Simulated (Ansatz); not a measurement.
# r2SCAN/cc-pVDZ run of CH6GeO (SMILES C[O][GeH3])

What is the electronic atomisation energy of CH6GeO at r2SCAN/cc-pVDZ? 

The calculation is run with Ansatz 0.2.0.

64 further runs of the same task are left out: 64 set aside as unsound or not needed.

### Step 1. The structure to begin with

The species is CH6GeO (9 atoms), meant as a singlet with charge 0. SMILES: `C[O][GeH3]`. The coordinates come from a PBE0-D4/def2-TZVP relaxation.

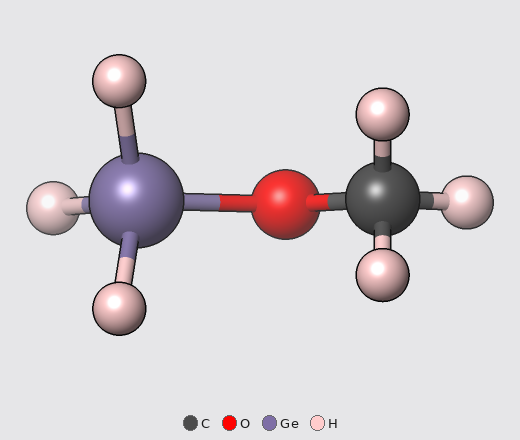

Viewed from a chosen angle; carbon dark grey, oxygen red, germanium purple, hydrogen pink.

### Step 2. The energy at r2SCAN/cc-pVDZ

Input file molecule.yaml:

```yaml
basis:
  gaussian: {orbitals: cc-pVDZ}
crystal:
  periodic: [false, false, false]
  atoms:
    - {symbol: C, position_ang: [-0.461600, 0.939500, -0.879600]}
    - {symbol: O, position_ang: [-0.657300, -0.383600, -0.447300]}
    - {symbol: Ge, position_ang: [0.409500, -1.004400, 0.834300]}
    - {symbol: H, position_ang: [-1.194400, 1.152600, -1.661500]}
    - {symbol: H, position_ang: [0.540900, 1.094500, -1.301500]}
    - {symbol: H, position_ang: [-0.607700, 1.666800, -0.069200]}
    - {symbol: H, position_ang: [1.870200, -0.939000, 0.345100]}
    - {symbol: H, position_ang: [-0.054100, -2.444000, 1.070300]}
    - {symbol: H, position_ang: [0.242900, -0.128600, 2.092200]}
hamiltonian: {xc: {name: r2SCAN}}
accuracy: high
output: {orbitals: {seedname: orbitals}}
```

The run is started by

```sh
$ ansatz run molecule.yaml --threads 1 --pin off --max-ram 3480MiB --events-out events.jsonl --progress --plain --runs-dir runs
```

What it wrote:

```text
Warning: RAYON_NUM_THREADS=1 ignored (pool sized by the plan → 1); use --threads N
Functional definition: r2SCAN
  name "r2SCAN"
  parameter k0 = 0.174
  parameter k1 = 0.065
  parameter a1 = 4.9479
  exchange = r2scan_x(k0 = k0, k1 = k1, a1 = a1)
  correlation = r2scan_c
2014 factors; integrals over basis functions are off by at most 4.4e-9 eV
mean field evaluation 1: about -59692.2241 eV, gradient 4.7e1 eV
mean field evaluation 2: about -59675.3044 eV, gradient 1.0e2 eV
mean field evaluation 4: about -59696.8994 eV, gradient 6.0e0 eV
mean field evaluation 8: about -59696.9751 eV, gradient 3.3e-2 eV
mean field evaluation 16: about -59696.9751 eV, gradient 8.4e-7 eV
mean field -59696.97510929 eV, -2193.8233712033 hartree, gradient 2.4e-8 eV, S^2 0.000000; 0 other end points of the search recorded, 0 dependent functions left out
reference -59696.97511008 eV, -2193.8233712323 hartree; 26, 26 occupied and 59, 59 virtual orbitals, 2014 factors
Total energy: -59696.97511008 eV, -2193.8233712323 hartree
```

Wall time 11 s (1 thread of Arm Neoverse V2, shared host); peak memory 0.27 GiB.

### Step 3. The C atom

Input file molecule.yaml:

```yaml
crystal:
  periodic: [false, false, false]
  atoms:
    - symbol: C
      position_ang: [0.000000, 0.000000, 0.000000]
basis:
  gaussian:
    orbitals: cc-pVDZ
magnetization:
  spin_polarized: true
  initial_magnetization: 2
hamiltonian:
  xc: {name: r2SCAN}
accuracy: high
```

Run the same way, it converges to -37.82627 Eh (log not shown).

### Step 4. The Ge atom, same level

Input file in.yaml:

```yaml
crystal:
  periodic: [false, false, false]
  atoms:
    - symbol: Ge
      position_ang: [0.000000, 0.000000, 0.000000]
basis:
  gaussian:
    orbitals: cc-pVDZ
magnetization:
  spin_polarized: true
  initial_magnetization: 2
hamiltonian:
  xc: {name: r2SCAN}
accuracy: high
```

Run the same way, it converges to -2076.87368 Eh (log not shown).

### Step 5. The H atom

Input file molecule.yaml:

```yaml
basis:
  gaussian:
    orbitals: cc-pVDZ
crystal:
  periodic: [false, false, false]
  atoms:
    - symbol: H
      position_ang: [0.000000, 0.000000, 0.000000]
magnetization:
  spin_polarized: true
  initial_magnetization: 1
hamiltonian:
  xc: {name: r2SCAN}
accuracy: high
```

Run the same way, it converges to -0.49921 Eh (log not shown).

### Step 6. The O atom

Input file job.yaml:

```yaml
crystal:
  periodic: [false, false, false]
  atoms:
    - {symbol: O, position_ang: [0.000000, 0.000000, 0.000000]}
basis:
  gaussian:
    orbitals: cc-pVDZ
magnetization:
  spin_polarized: true
  initial_magnetization: 2
hamiltonian:
  xc: {name: r2SCAN}
accuracy: high
```

The run is started by

```sh
$ ansatz run job.yaml --threads 1 --pin off --max-ram 3480MiB --events-out events.jsonl --progress --plain --runs-dir runs
```

What it wrote (excerpt; [...] marks lines left out):

```text
Warning: RAYON_NUM_THREADS=1 ignored (pool sized by the plan → 1); use --threads N
[... 7 set-up lines as earlier in the session ...]
96 factors; integrals over basis functions are off by at most 1.3e-9 eV
mean field evaluation 1: about -2041.5839 eV, gradient 6.6e0 eV
mean field evaluation 2: about -2041.6776 eV, gradient 3.7e0 eV
mean field evaluation 4: about -2041.7295 eV, gradient 1.6e-2 eV
mean field evaluation 8: about -2041.7315 eV, gradient 6.6e-4 eV
mean field evaluation 16: about -2041.7315 eV, gradient 1.4e-9 eV
mean field -2041.73154203 eV, -75.0322502344 hartree, gradient 1.4e-9 eV, S^2 2.002824; 0 other end points of the search recorded, 0 dependent functions left out
reference -2041.73154222 eV, -75.0322502412 hartree; 5, 3 occupied and 9, 11 virtual orbitals, 96 factors
Total energy: -2041.73154222 eV, -75.0322502412 hartree
```

Wall time 0.76 s (1 thread of Arm Neoverse V2, shared host); peak memory 0.095 GiB.

### Step 7. Results

At r2SCAN/cc-pVDZ:

| quantity | value |
| --- | --- |
| molecule: total energy | -2193.82337 Eh |
| molecule: HOMO energy | -6.31 eV |
| molecule: LUMO energy | 0.09 eV |
| molecule: HOMO–LUMO gap | 6.39 eV |
| C atom: total energy | -37.82627 Eh |
| C atom: ⟨S²⟩ | 2.005 |
| Ge atom: total energy | -2076.87368 Eh |
| Ge atom: ⟨S²⟩ | 2.004 |
| H atom: total energy | -0.49921 Eh |
| H atom: ⟨S²⟩ | 0.750 |
| O atom: total energy | -75.03225 Eh |
| O atom: ⟨S²⟩ | 2.003 |
| electronic atomisation energy | 29.821 eV |

What this shows: Taking the molecule apart into free atoms costs 29.82 eV (688 kcal/mol), before zero-point energy and without spin-orbit coupling.
